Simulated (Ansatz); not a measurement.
```yaml
atoms:
  - { symbol: Si, position_ang: [0.3542, 0.5166, 1.4265] }
  - { symbol: H, position_ang: [1.0373, 1.0023, -2.4100] }
  - { symbol: O, position_ang: [-0.6625, -0.5354, 0.7098] }
  - { symbol: Si, position_ang: [-1.4828, -0.9238, -0.6529] }
  - { symbol: H, position_ang: [0.3488, 0.1810, 2.8705] }
  - { symbol: H, position_ang: [-0.0831, 1.9043, 1.1615] }
  - { symbol: H, position_ang: [1.4202, 0.9178, -1.7737] }
  - { symbol: O, position_ang: [1.8744, 0.4263, 0.8176] }
  - { symbol: H, position_ang: [-1.9182, 0.3065, -1.3641] }
  - { symbol: H, position_ang: [-2.6721, -1.7212, -0.2654] }
  - { symbol: H, position_ang: [-0.6188, -1.7309, -1.5512] }
  - { symbol: H, position_ang: [2.4028, -0.3437, 1.0315] }
```

The product side of a reaction path; geometry: PBE0-D4/def2-TZVP.

These are results of RKS PBE0-D4/def2-TZVPP (Ansatz), not measurements.

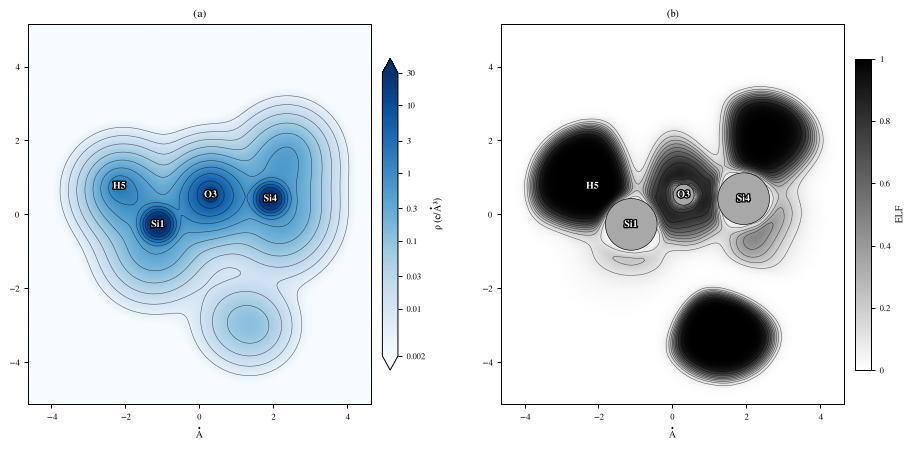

H$_{6}$O$_{2}$Si$_{2}$···H$_{2}$. (a) electron density; (b) ELF on the plane of atoms O3, Si1 and H5. Grey discs cover the atomic cores in the ELF map.

**Interpret the plot.**

The section cuts through Si, O and H sites.
Si–O (1.63 Å): ρ at the midpoint is about 1.2 e/Å³; the ELF peaks at about 0.85 between the atoms; a shared but strongly polarised pair.
Si–H (1.48 Å): the density is about 0.83 e/Å³ at the midpoint; the ELF climbs to about 1 towards the hydrogen, as it does in any bond to H.
The ELF also peaks beside O3, away from the bonds: lone-pair regions.
